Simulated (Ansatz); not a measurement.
# ZrCdS3 in R-3c, a phase reached by a soft mode: following an unstable mode

Aim: this structure of ZrCdS3 in R-3c, a phase reached by a soft mode is to be tested for unstable modes, and one is followed downhill.

Program: Ansatz 0.2.0. Level of theory: DFT PBEsol, scalar-relativistic, plane waves, PAW; PAW set soft_1. Results are calculated unless marked as measured.

The structure was built from a prototype and need not be the compound's stable phase.

## Step 1: The starting structure

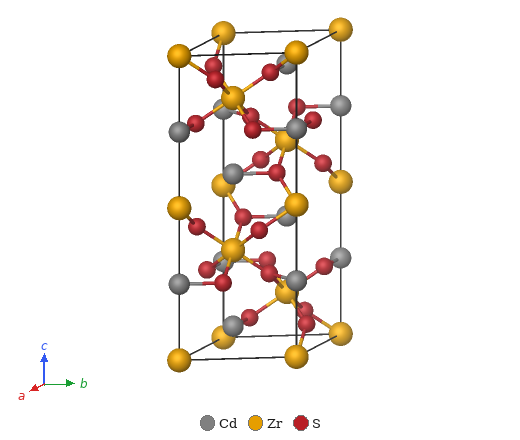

Start, viewed slightly off an axis; cadmium grey, zirconium orange, sulfur red. This picture shows the conventional cell, with its axes. Bonds to atoms that aren't drawn are left out. Some periodic images of atoms are drawn too.

Structure file:

```cif
data_structure
_symmetry_space_group_name_H-M 'P 1'
_symmetry_Int_Tables_number 1
_cell_length_a 6.9348
_cell_length_b 6.9348
_cell_length_c 6.9348
_cell_angle_alpha 56.957
_cell_angle_beta 56.957
_cell_angle_gamma 56.957
_cell_volume 219.27
loop_
_atom_site_label
_atom_site_type_symbol
_atom_site_fract_x
_atom_site_fract_y
_atom_site_fract_z
_atom_site_occupancy
Cd1 Cd 0.25000 0.25000 0.25000 1
Cd2 Cd 0.75000 0.75000 0.75000 1
Zr3 Zr 0.50000 0.50000 0.50000 1
Zr4 Zr 0.00000 0.00000 0.00000 1
S5 S 0.37648 0.75000 0.12352 1
S6 S 0.62352 0.25000 0.87648 1
S7 S 0.87648 0.62352 0.25000 1
S8 S 0.12352 0.37648 0.75000 1
S9 S 0.25000 0.87648 0.62352 1
S10 S 0.75000 0.12352 0.37648 1
```

## Step 2: Linear response at the zone centre

This phase was reached earlier by freezing in an unstable mode of a structure of higher symmetry and relaxing. Its zone-centre modes can show that it is still unstable.

Input file input.yaml:

```yaml
crystal:
  lattice:
    - [3.3067146464, 1.9091325912, 5.7889262588]
    - [-3.3067146464, 1.9091325912, 5.7889262588]
    - [0.0, -3.8182651825, 5.7889262588]
  atoms:
    - { symbol: Cd, position: [0.25, 0.25, 0.25] }
    - { symbol: Cd, position: [0.75, 0.75, 0.75] }
    - { symbol: Zr, position: [0.5, 0.5, 0.5] }
    - { symbol: Zr, position: [0.0, 0.0, 0.0] }
    - { symbol: S, position: [0.3764842385, 0.75, 0.1235157615] }
    - { symbol: S, position: [0.6235157615, 0.25, 0.8764842385] }
    - { symbol: S, position: [0.8764842385, 0.6235157615, 0.25] }
    - { symbol: S, position: [0.1235157615, 0.3764842385, 0.75] }
    - { symbol: S, position: [0.25, 0.8764842385, 0.6235157615] }
    - { symbol: S, position: [0.75, 0.1235157615, 0.3764842385] }
kpoints:
  mp_grid: { grid: [6, 6, 6] }
hamiltonian:
  xc: pbesol
  pseudopotentials: { kind: paw, azcp: { folder: soft_1 }, xc_functional: pbe }
scf:
  occupations: { method: fixed }
output:
  eigenvalues: true
phonons:
  method: dfpt
  dielectric: true
  rigid_motions: translations
```

Launch:

```
ansatz run input.yaml --threads 8 --pin off --max-ram 16384MiB --backend cpu --events-out ev --progress --plain --runs-dir out
```

Numbers of over 12 decimals in the logs are rounded to 6 here.

Output:

```text
Engine: ansatz 0.2.0, x86_64-unknown-linux-gnu
Pseudopotentials: kind: paw
Pseudopotential: Cd, paw, valence charge 20, recommended cutoff 420 eV (normal), soft_1/Cd.paw.azcp
Pseudopotential: Zr, paw, valence charge 12, recommended cutoff 420 eV (normal), soft_1/Zr.paw.azcp
Pseudopotential: S, paw, valence charge 6, recommended cutoff 420 eV (normal), soft_1/S.paw.azcp
Functional definition: PBEsol
  exchange = pbesol_x
  correlation = pbesol_c
Crystal: 10 atoms, lattice volume = 219.271 Å³
Basis set: ecut = 420 eV, 4273 PW (Γ), exchange–correlation on 96×96×96 points (8 copies of the dense FFT grid, shifted against one another)
Bands: 60, of which v1, the nominal top of the filled ones, is band 50 counted from 1 (49 counted from 0)
Symmetry: 12 space group operations
k-points: 112 of 216 (irreducible under 1 space group operation, time reversal used)
Non-local potential: Cd, projectors of the file, l = 0: 3, l = 1: 2, l = 2: 2, l = 3: 1
Non-local potential: Zr, projectors of the file, l = 0: 3, l = 1: 2, l = 2: 2, l = 3: 1
Non-local potential: S, projectors of the file, l = 0: 2, l = 1: 2, l = 2: 1
PAW form: soft (Blöchl's): semilocal exchange-correlation on the pseudo side does not see the compensation charge
PAW frozen core: Cd, regenerated for the run's functional, and the local potential with it (the file was generated under x = pbe(κ = 0.804, μ = 0.219515), c = pbe(β = 0.066725))
PAW frozen core: Zr, regenerated for the run's functional, and the local potential with it (the file was generated under x = pbe(κ = 0.804, μ = 0.219515), c = pbe(β = 0.066725))
PAW frozen core: S, regenerated for the run's functional, and the local potential with it (the file was generated under x = pbe(κ = 0.804, μ = 0.219515), c = pbe(β = 0.066725))
PAW one-centre angular grid: Cd, 590 points (default); XC on 64 Gauss nodes
PAW one-centre angular grid: Zr, 590 points (default); XC on 64 Gauss nodes
PAW one-centre angular grid: S, 110 points (default); XC on 64 Gauss nodes
Initial density: superposition of atomic densities (chi_scale 0.1, normalization cell, long waves kept (reshape's long-wave potential 0.00 eV rms))
Initial wavefunctions: pseudopotential atomic-orbital guess
Functional: x = pbesol(κ = 0.804, μ = 0.123457), c = pbesol(β = 0.046)
SCF iter   1: F=—  HF=-29946.627986 eV  |F-HF|=—  |Δ(HF+E_count)|=         —  Δρ=3.39e-2  dr2=3.77e0  ethr=3.10e-3  ⟨swp⟩=5.5  Hψ=23200  notcnv=0  defer=870
preconditioner: auto → Resta (q_TF=auto, 2.394 Å⁻¹)  ε∞=7.3  [insulator: Δε(μ)=0.752 eV  Ē_g=8.224 eV  n_scr=58 (ndim 8)  ℏωp=20.7 eV  f_vac=0.000  ε∞_Penn≈7.3]
SCF iter   2: F=—  HF=-29945.864313 eV  |F-HF|=—  |Δ(HF+E_count)|=   7.64e-1  Δρ=1.83e-2  dr2=9.73e-1  ethr=3.10e-3  ⟨swp⟩=2.0  Hψ=8082  notcnv=0  defer=842
SCF iter   3: F=—  HF=-29945.627871 eV  |F-HF|=—  |Δ(HF+E_count)|=   2.36e-1  Δρ=5.73e-3  dr2=9.95e-2  ethr=9.73e-4  ⟨swp⟩=2.0  Hψ=9382  notcnv=0  defer=890
SCF iter   4: F=—  HF=-29945.613417 eV  |F-HF|=—  |Δ(HF+E_count)|=   1.45e-2  Δρ=1.62e-3  dr2=5.50e-3  ethr=9.95e-5  ⟨swp⟩=3.0  Hψ=13013  notcnv=0  defer=893
SCF iter   5: F=—  HF=-29945.614495 eV  |F-HF|=—  |Δ(HF+E_count)|=   1.08e-3  Δρ=3.38e-4  dr2=2.62e-4  ethr=5.50e-6  ⟨swp⟩=2.0  Hψ=11163  notcnv=0  defer=893
SCF iter   6: F=—  HF=-29945.614556 eV  |F-HF|=—  |Δ(HF+E_count)|=   6.14e-5  Δρ=1.49e-4  dr2=3.85e-5  ethr=2.62e-7  ⟨swp⟩=2.0  Hψ=11774  notcnv=0  defer=821
SCF iter   7: F=—  HF=-29945.614565 eV  |F-HF|=—  |Δ(HF+E_count)|=   9.16e-6  Δρ=5.08e-5  dr2=5.53e-6  ethr=3.85e-8  ⟨swp⟩=2.0  Hψ=11832  notcnv=0  defer=720
SCF iter   8: F=—  HF=-29945.614415 eV  |F-HF|=—  |Δ(HF+E_count)|=   1.51e-4  Δρ=1.10e-5  dr2=3.25e-7  ethr=5.53e-9  ⟨swp⟩=2.0  Hψ=11351  notcnv=0  defer=402
SCF iter   9: F=—  HF=-29945.614415 eV  |F-HF|=—  |Δ(HF+E_count)|=   1.10e-7  Δρ=2.37e-6  dr2=1.63e-8  ethr=3.25e-10  ⟨swp⟩=2.2  Hψ=9990  notcnv=0  defer=404
SCF iter  10: F=—  HF=-29945.614415 eV  |F-HF|=—  |Δ(HF+E_count)|=   1.14e-9  Δρ=5.81e-7  dr2=1.02e-9  ethr=1.63e-11  ⟨swp⟩=2.0  Hψ=10204  notcnv=0  defer=403
SCF iter  11: F=-29945.614415 eV  HF=-29945.614415 eV  |F-HF|=1.09e-11  |Δ(HF+E_count)|=  1.46e-10  Δρ=1.33e-7  dr2=6.02e-11  ethr=1.00e-12  ⟨swp⟩=15.9  Hψ=45219  notcnv=0
SCF 1 converged in 11 iterations: F = -29945.614415 eV  dr2 = 6.02e-11
  greatest PAW one-centre occupation: 1.000 electrons in one spin orbital (limit 2), on the Cd atom at site 1 (counted from 0), in its partial waves of l = 0
NSCF: frozen V_eff on 6 k-points
DFPT response loops at Γ: preconditioner auto → Resta (q_TF=auto, 2.394 Å⁻¹)  ε∞=8.0 (no band partly filled); β = 1.00, the filter's whole step (`scf.mixing.beta` (0.50) is not read by the response loops at its default; to damp them type it under 1.00, their step now; it binds the ground state too); Broyden in place of MSR1
── the response to a field inside a basis, on 8×8×8 k-points: an SCF that follows is theirs, and a resumed run solves both again ──
Bands: 51, of which v1, the nominal top of the filled ones, is band 50 counted from 1 (49 counted from 0)
k-points: 60 of 512
Initial density: handed on by an earlier stage of this run
Initial wavefunctions: pseudopotential atomic-orbital guess (no wavefunctions were taken with the density)
Eigensolver: Dense (60 Hₖ)
SCF iter   1: F=—  HF=-29945.370144 eV  |F-HF|=—  |Δ(HF+E_count)|=         —  Δρ=3.95e-4  dr2=1.43e-4  ethr=1.00e-1
preconditioner: auto → Resta (q_TF=auto, 2.394 Å⁻¹)  ε∞=9.8  [insulator: Δε(μ)=1.025 eV  Ē_g=6.989 eV  n_scr=58 (ndim 8)  ℏωp=20.7 eV  f_vac=0.000  ε∞_Penn≈9.8]
SCF iter   2: F=—  HF=-29945.370156 eV  |F-HF|=—  |Δ(HF+E_count)|=   1.29e-5  Δρ=2.07e-4  dr2=4.23e-5  ethr=1.43e-7
SCF iter   3: F=—  HF=-29945.370170 eV  |F-HF|=—  |Δ(HF+E_count)|=   1.34e-5  Δρ=5.04e-5  dr2=3.96e-6  ethr=4.23e-8
SCF iter   4: F=—  HF=-29945.370170 eV  |F-HF|=—  |Δ(HF+E_count)|=   5.00e-7  Δρ=9.88e-6  dr2=3.14e-7  ethr=3.96e-9
SCF iter   5: F=-29945.370170 eV  HF=-29945.370170 eV  |F-HF|=4.00e-9  |Δ(HF+E_count)|=   1.12e-7  Δρ=1.85e-6  dr2=7.88e-9  ethr=3.14e-10
SCF 1 converged in 5 iterations: F = -29945.370170 eV  dr2 = 7.88e-9
DFPT response loops at Γ: preconditioner auto → Resta (q_TF=auto, 2.394 Å⁻¹)  ε∞=7.7 (no band partly filled); β = 1.00, the filter's whole step (`scf.mixing.beta` (0.50) is not read by the response loops at its default; to damp them type it under 1.00, their step now; it binds the ground state too); Broyden in place of MSR1
WARN: field response: ε∞ stands inside a basis, on 8×8×8 points; the force constants stand on the 6×6×6 k-mesh, whose period is 12.51 times the interband length at k = (0.0000, 0.0000, 0.0000), direct gap 1.119 eV, under 14: take them and everything formed from them as unconverged, and compare with a denser kpoints.mp_grid
SCF converged after 11 iterations
Free energy (F): -29945.614415 eV
Harris-Foulkes:  -29945.614415 eV  (|F-HF|=1.09e-11)
Internal energy: -29945.614415 eV  (E = F + TS)
E sigma→0 (E₀):  -29945.614415 eV
Fermi energy:    7.992053 eV
--- Per-component energies (eV) ---
  E_band       = -1263.024397
  E_kinetic    = 2145.811079
  E_local      = -10110.734480  (includes V_loc(G=0)·N_el)
  E_nonlocal   = 602.947473
  E_hartree    = 4356.176900
  E_xc         = -1146.997101
  E_vxc        = -1252.246175  (∫ρ·V_xc dr)
  E_paw        = -17431.794094  (= ΣΔE_a)
  E_vpaw       = -1361.156490  (= ΣTr[D̂ρ^β])
  E_aug_tail   = 0.000615  (compensation charges beyond the density's cutoff)
  E_ewald      = -8362.411867
  E_core_change = 1.387060  (= ΣΔE_core)
  E_smearing   = -0.000000  (= −TS)
  E_closure    = -0.000000  (closes the sum)
  Σ components = -29945.614415   (vs F -29945.614415, Δ=0.00e0)
--- Band table (eV; the first three rows and the last of 112) ---
  k-point 0: bands = [... 46 lower, 7.5589, 7.7802, 7.7802, 7.9921, 9.1107, 9.1797, 9.1797, 10.3363, ... 6 higher]
  k-point 1: bands = [... 46 lower, 7.3913, 7.5394, 7.5438, 7.8162, 9.2853, 9.3785, 9.4937, 10.4205, ... 6 higher]
  k-point 2: bands = [... 46 lower, 7.1325, 7.3792, 7.4207, 7.5687, 9.4597, 9.5905, 9.9396, 10.3063, ... 6 higher]
  k-point 111: bands = [... 46 lower, 7.4925, 7.4925, 7.4925, 7.4925, 9.8809, 9.8809, 10.5032, 10.5032, ... 6 higher]
--- Phonons (Γ-DFPT): 6 representative perturbations + reference, on 112 of 216 k-points (Σ response iterations 21) ---
  k mesh reduced under 1 symmetry operation, with k and −k counted as one. Each operation leaves every solved perturbation unchanged. A smaller set is not considered because the run solves the response to a homogeneous field
  ASR residual: 1.163e-4 → 0.000e0 eV/Å²; symmetrization residual: 8.378e-6 eV/Å²
  ASR residual per site (eV/Å²): 1.16e-4 1.16e-4 3.95e-5 3.95e-5 4.06e-5 4.06e-5 4.06e-5 4.06e-5 4.06e-5 4.06e-5
  Γ frequencies (cm⁻¹): -46.36 -31.74 0.00 0.00 0.00 24.74 24.74 62.08 62.08 64.13 64.13 64.55 103.35 103.35 143.89 196.48 197.41 197.41 233.24 233.24 248.98 274.81 277.62 283.22 283.22 302.48 302.48 304.95 304.95 393.22
  ε∞ (high-frequency dielectric tensor):
       11.545927     0.000000     0.000000
        0.000000    11.545927     0.000000
        0.000000     0.000000    10.736893
  softest optical mode at Γ: -46.36 cm⁻¹; the repairs (sum rule, projections) moved no ω² at Γ by more than (1.61 cm⁻¹)²
  Born effective charges Z* (e; rows j = field, columns β = displacement):
    site 0:
         2.79660   -0.00000    0.00000
         0.00000    2.79660    0.00000
         0.00000    0.00000    1.76737
    site 1:
         2.79660   -0.00000    0.00000
         0.00000    2.79660    0.00000
         0.00000    0.00000    1.76737
    site 2:
         7.51820   -0.64206   -0.00000
         0.64206    7.51820   -0.00000
         0.00000   -0.00000    7.80274
    site 3:
         7.51820    0.64206    0.00000
        -0.64206    7.51820   -0.00000
        -0.00000   -0.00000    7.80274
    site 4:
        -3.84256    0.70025   -1.84356
         0.70025   -3.03398    1.06438
        -1.99382    1.15113   -3.19004
    site 5:
        -3.84256    0.70025   -1.84356
         0.70025   -3.03398    1.06438
        -1.99382    1.15113   -3.19004
    site 6:
        -2.62968   -0.00000   -0.00000
        -0.00000   -4.24685   -2.12876
        -0.00000   -2.30227   -3.19004
    site 7:
        -2.62968   -0.00000   -0.00000
        -0.00000   -4.24685   -2.12876
        -0.00000   -2.30227   -3.19004
    site 8:
        -3.84256   -0.70025    1.84356
        -0.70025   -3.03398    1.06438
         1.99382    1.15113   -3.19004
    site 9:
        -3.84256   -0.70025    1.84356
        -0.70025   -3.03398    1.06438
         1.99382    1.15113   -3.19004
  Z* charge neutrality: 1.896e-2 e pre-enforcement
  solved inside a basis spanned on kpoints, on 8×8×8 k-points, its susceptibility summed on 10×10×10: ε∞ is read to err by 5.6e-2, Z* by 6.9e-2 e (field_mesh: kpoints solves on kpoints); Z* is corrected for what the basis lacks
  optical modes at Γ without the LO–TO term, one row a degenerate level:
      ω (cm⁻¹)  modes    IR ((D/Å)²/amu)
        -46.36      1             4.9016
        -31.74      1             0.0000
         24.74      2             0.2394
         62.08      2            28.7843
         64.13      2             0.0000
         64.55      1            27.8196
        103.35      2             0.0000
[...]
optical modes at Γ + LO–TO along q̂ = [1.0000, 0.0000, 0.0000]:
      ω (cm⁻¹)  modes    IR ((D/Å)²/amu)
[...]
optical modes at Γ + LO–TO along q̂ = [0.0000, 1.0000, 0.0000]:
      ω (cm⁻¹)  modes    IR ((D/Å)²/amu)
[...]
optical modes at Γ + LO–TO along q̂ = [0.0000, 0.0000, 1.0000]:
      ω (cm⁻¹)  modes    IR ((D/Å)²/amu)
[...]
127.77      1             5.2016
        143.89      1             0.0000
        196.48      1             0.0000
        197.41      2             2.4231
        233.24      2           131.3774
        274.81      1             0.0000
        277.62      1             0.0000
        283.22      2             0.0000
        302.48      2             0.0000
        304.95      2            28.4904
        372.48      1            93.5905
        393.22      1             0.0000
```

Elapsed: 4.5 min, on 8 threads of AMD EPYC 7B13 (Zen 3), shared host; peak memory 5.7 GiB.

Numbers from this step:

```yaml
gap_on_the_k_mesh: 0.9267 eV
volume_per_atom: 21.93 Å³
sum_rule_residual_before_enforcement: 1.16e-4 eV/Å²
miss_of_the_charge_sum_rule: 0.01896 e
estimated_error_of_the_dielectric_tensor: 0.05625
estimated_error_of_the_born_charges: 0.06869 e
point_group: -3m
highest_optical_mode_at_the_zone_centre_no_lo_to_term: 393.2 cm⁻¹
lowest_optical_zone_centre_mode: -46.36 cm⁻¹
mean_high_frequency_dielectric_constant: 11.28
largest_born_charge_third_of_the_trace: 7.613 e
top_of_the_zone_centre_spectrum_with_the_field: 393.2 cm⁻¹
```

Patterns of degenerate modes are one choice out of their space. Modes at Γ, with each element's share of the kinetic energy (negative means imaginary):

| mode | frequency (cm⁻¹) | symmetry | Cd % | Zr % | S % |
| --- | --- | --- | --- | --- | --- |
| 1 | -46.4 | A2u | 59 | 8 | 32 |
| 2 | -31.7 | A2g | 100 | 0 | 0 |
| 3 | 0.0 | acoustic | 37 | 30 | 32 |
| 4 | 0.0 | acoustic | 37 | 30 | 32 |
| 5 | 0.0 | acoustic | 37 | 30 | 32 |
| 6 | 24.7 | Eu | 27 | 26 | 48 |
| 7 | 24.7 | Eu | 27 | 26 | 48 |
| 8 | 62.1 | Eu | 3 | 40 | 57 |
| 9 | 62.1 | Eu | 3 | 40 | 57 |
| 10 | 64.1 | Eg | 36 | 0 | 64 |
| 11 | 64.1 | Eg | 36 | 0 | 64 |
| 12 | 64.5 | A2u | 3 | 53 | 44 |
| 13 | 103.3 | Eg | 50 | 0 | 50 |
| 14 | 103.3 | Eg | 50 | 0 | 50 |
| 15 | 143.9 | A2g | 0 | 0 | 100 |
| 16 | 196.5 | A1u | 0 | 86 | 14 |
| 17 | 197.4 | Eu | 16 | 79 | 5 |
| 18 | 197.4 | Eu | 16 | 79 | 5 |
| 19 | 233.2 | Eu | 13 | 18 | 69 |
| 20 | 233.2 | Eu | 13 | 18 | 69 |
| 21 | 249.0 | A2u | 0 | 8 | 91 |
| 22 | 274.8 | A1g | 0 | 0 | 100 |
| 23 | 277.6 | A1u | 0 | 14 | 86 |
| 24 | 283.2 | Eg | 12 | 0 | 88 |
| 25 | 283.2 | Eg | 12 | 0 | 88 |
| 26 | 302.5 | Eg | 2 | 0 | 98 |
| 27 | 302.5 | Eg | 2 | 0 | 98 |
| 28 | 304.9 | Eu | 4 | 7 | 89 |
| 29 | 304.9 | Eu | 4 | 7 | 89 |
| 30 | 393.2 | A2g | 0 | 0 | 100 |

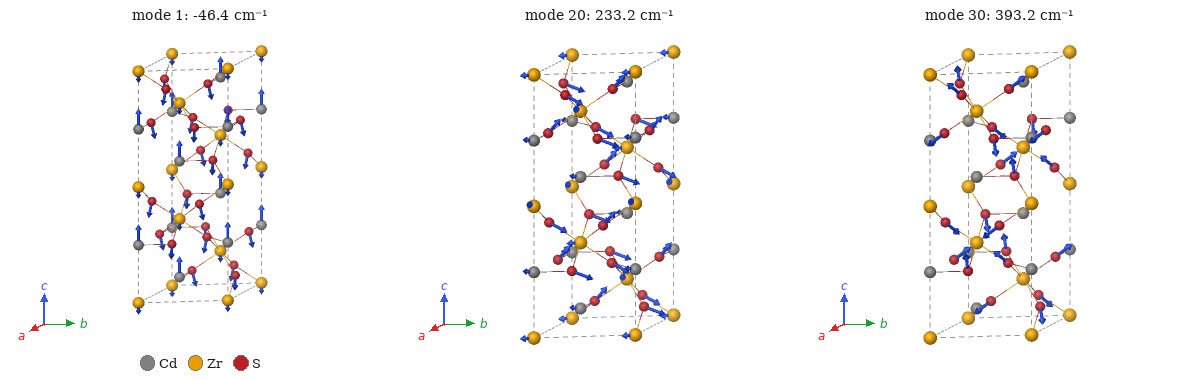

Displacement patterns of modes 1, 20 and 30 at Γ; arrows are exaggerated. Bonds to atoms that aren't drawn are left out. Some periodic images of atoms are drawn too.

Before it was imposed, the acoustic sum rule was missed by 1.2e-4 eV/Å² and the charge sum rule by 0.019 e. Small misses are needed for a sound result but don't prove that mesh and cutoff are converged. The lowest optical mode is imaginary, 46.4i cm⁻¹, so the energy falls along it.

The log warns of the k mesh: “the force constants stand on the 6×6×6 k-mesh, whose period is 12.51 times the interband length at k = (0.0000, 0.0000, 0.0000), direct gap 1.119 eV, under 14: take them and everything formed from them as unconverged”.

## Step 3: The mode frozen in, largest atomic shift 0 Å

The mode followed lies at Γ with frequency 46.4i cm⁻¹, the softest among the wavevectors solved. At small amplitude the distorted cell has space group no. 161 by a symmetry search on the positions. The undistorted cell that holds it gives the zero of energy on the same k mesh.

input.yaml, as its differences from that of step 2:

```diff
@@ -22,8 +22,6 @@
 scf:
-  occupations: { method: fixed }
+  occupations: { method: gaussian, width: 0.02 }
 output:
+  forces: true
+  stress: true
   eigenvalues: true
-phonons:
-  method: dfpt
-  dielectric: true
-  rigid_motions: translations
```

Output:

```text
[...]
Crystal: 10 atoms, lattice volume = 219.271 Å³
Basis set: ecut = 420 eV, 4273 PW (Γ), exchange–correlation on 96×96×96 points (8 copies of the dense FFT grid, shifted against one another)
Bands: 60, of which v1, the nominal top of the filled ones, is band 50 counted from 1 (49 counted from 0)
Symmetry: 12 space group operations
[...]
k-points: 32 of 216
[...]
k-point 0: bands = [... 46 lower, 7.5589, 7.7802, 7.7802, 7.9920, 9.1107, 9.1796, 9.1796, 10.3362, ... 4 higher]
  k-point 1: bands = [... 46 lower, 7.3913, 7.5394, 7.5438, 7.8162, 9.2853, 9.3784, 9.4937, 10.4205, ... 4 higher]
  k-point 2: bands = [... 46 lower, 7.1325, 7.3792, 7.4207, 7.5687, 9.4596, 9.5905, 9.9395, 10.3063, ... 4 higher]
  k-point 31: bands = [... 46 lower, 7.4925, 7.4925, 7.4925, 7.4925, 9.8809, 9.8809, 10.5031, 10.5031, ... 4 higher]
[key lines of the parts left out:]
SCF converged after 8 iterations
Free energy (F): -29945.614415 eV
Fermi energy:    8.455150 eV
P = ⅓ Tr σ = 0.0049 GPa (0.049 kbar)
```

It took 3 s on 8 threads; peak memory 1.1 GiB; 21 s of CPU time.

This step gave:

| Quantity | Value |
| --- | --- |
| pressure | 0.004879 GPa |
| energy from the undistorted cell | 0 meV/atom |

At this level the gap is 0.93 eV on the k-mesh of the self-consistent run, which can miss the band edges.

(Part 1 of 3 ends here.)

[Logs are printed without paths, hosts, clocks, repeated set-up lines and the standing remarks that a program may print on its own settings, such as how far it seeks lower states.]

[Hosts, paths, dates, database ids (printed as entryN), source tags and the programs' standing remarks are cut or masked in the printed files.]
